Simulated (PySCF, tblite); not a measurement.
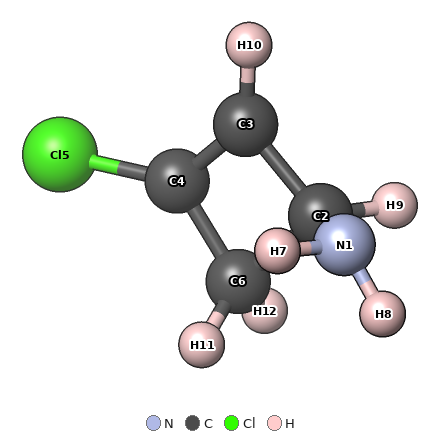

C₄H₆ClN, SMILES N[C@@H]1C=C(Cl)C1. Vertical core-electron binding energies by ΔSCF (SCAN, pcX-2 on the ionised atom, pcseg-1 elsewhere, spin-free X2C; PySCF 2.14.0, at a GFN2-xTB geometry (a minimum by its frequencies)), gas phase, against the vacuum level. One atom of each kind was ionised; within a panel, areas follow the number of like atoms, Gaussians of 0.6 eV full width. Only the regions named are shown. Lines closer than the width merge in the curve.

### Predict the C 1s photoelectron lines.

```
level  atoms  binding energy (eV)
 C 1s     C4                291.9
 C 1s     C2                291.7
 C 1s     C6                290.8
 C 1s     C3                290.2
```

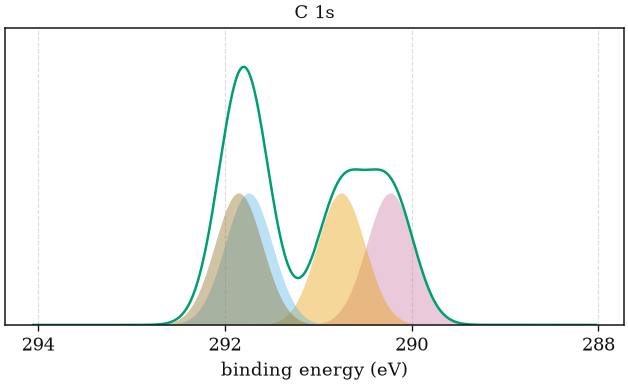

Caveats: the tight-binding geometry is rougher than a DFT one and adds to the error.
